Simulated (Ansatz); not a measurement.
System: H2P (SMILES [PH2-]) (charge −1).

Input file:

```
crystal:
  periodic: [false, false, false]
  atoms:
    - {symbol: P, position_ang: [0.498920, -0.293580, 0.245050]}
    - {symbol: H, position_ang: [0.105590, 0.990220, 0.165130]}
    - {symbol: H, position_ang: [-0.604500, -0.696650, -0.410180]}
basis:
  gaussian: {orbitals: def2-SVP}
total_charge: -1
hamiltonian: {xc: hf}
accuracy: high
output: {forces: true, orbitals: {seedname: orbitals}}
```

Run with:

```sh
ansatz run run.yaml --threads 1 --pin off --max-ram 2610MiB --events-out events.jsonl --progress --plain --runs-dir runs
```

Geometry: GFN2-xTB.

Method: Ansatz 0.2.0, isolated molecule in a Gaussian basis; Hartree-Fock.

Question: What can the converged electron density and electron localisation function tell about the bonding?

Answer: P–H (1.35 Å): ρ is about 1 e/Å³ halfway; the ELF climbs to about 1 towards the hydrogen, as it does in any bond to H.

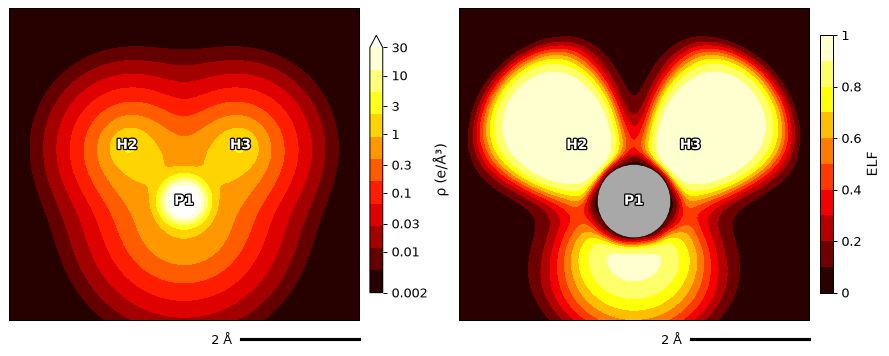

Computed electron density and electron localisation function on the molecular plane, in this order. Grey discs cover the atomic cores in the ELF map. 
